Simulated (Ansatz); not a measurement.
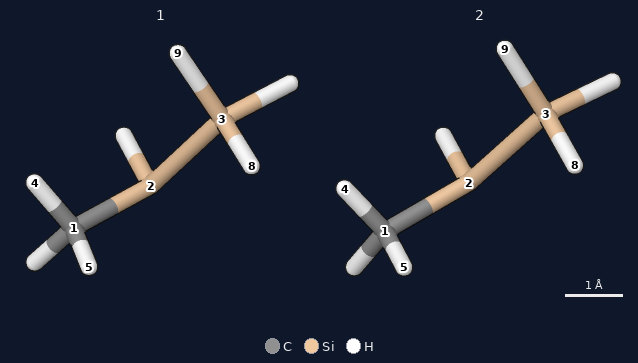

Two geometries of CH7Si2 (multiplicity 2) (coarse preliminary run), drawn at one scale. One is the start of a relaxation, the other its converged end. The picture is a stick view, seen from a free direction.

All numbers below come from UKS PBE-D4/def2-SVP (Ansatz 0.2.0). (force threshold 0.03 eV/Å; at most 200 steps)

Which of the two is the end point?

Structure 2 is the relaxed one. The start comes from a force field. Over 5 geometry steps the energy falls by 6.47 kcal/mol. Largest force component: 2.4 eV/Å at the start, 0.0038 eV/Å at the end. The largest move after the best rigid fit is that of an H atom, 0.19 Å. By element the largest moves are H 0.19 Å, C 0.15 Å, Si 0.12 Å. Near-neighbour distances that change, for instance: C–Si 1.782 → 1.900 Å, H–Si 1.436 → 1.507 Å, Si–Si 2.276 → 2.341 Å, C–H 1.144 → 1.109 Å. Bond angles that change, for instance: C–Si–Si 108.9° → 114.5°, H–C–H 102.9° → 108.0°, Si–C–H 115.6° → 110.8°.
